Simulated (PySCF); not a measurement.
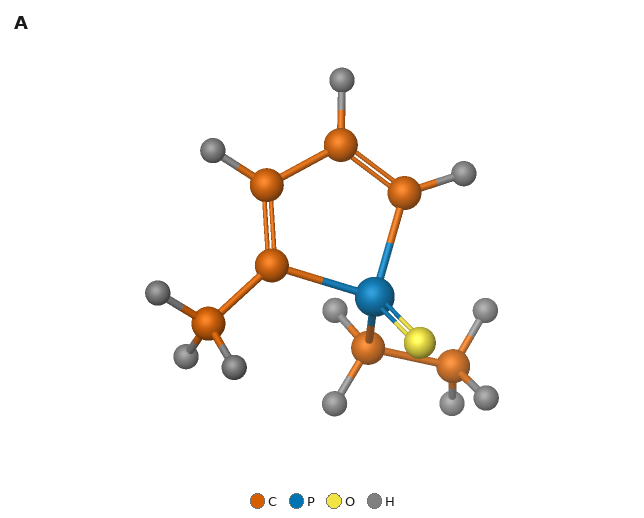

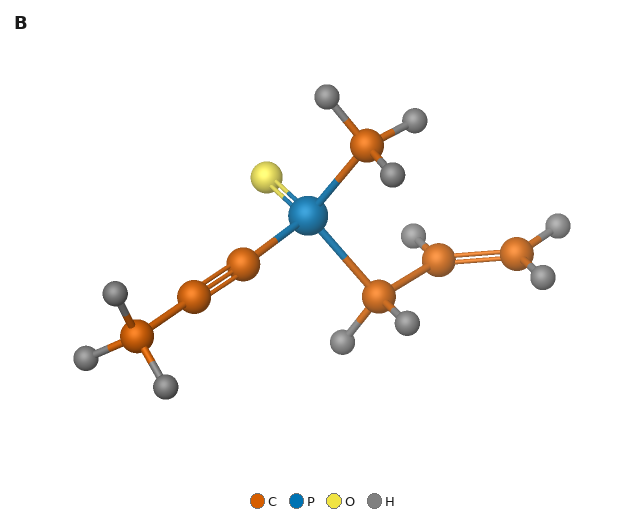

2 stationary structures of one formula. Geometries: GFN2-xTB. Electronic energies: PBE0/pcSseg-1 (PySCF 2.14.0), without zero-point energy. No frequency run is at hand to confirm each as a minimum. Each is one conformer, not always the lowest.

**Which is lowest in energy, and by how much?**

A is lowest; B lies 1.269 eV above it. A is `CC[P@@]1(=O)C=CC=C1C`, B is `C=CC[P@@](C)(=O)C#CC`.

The geometry is semi-empirical. Around P such bond lengths and angles can be off by a tenth of an ångström or more and by several degrees, and values that hang on the shape move with them.
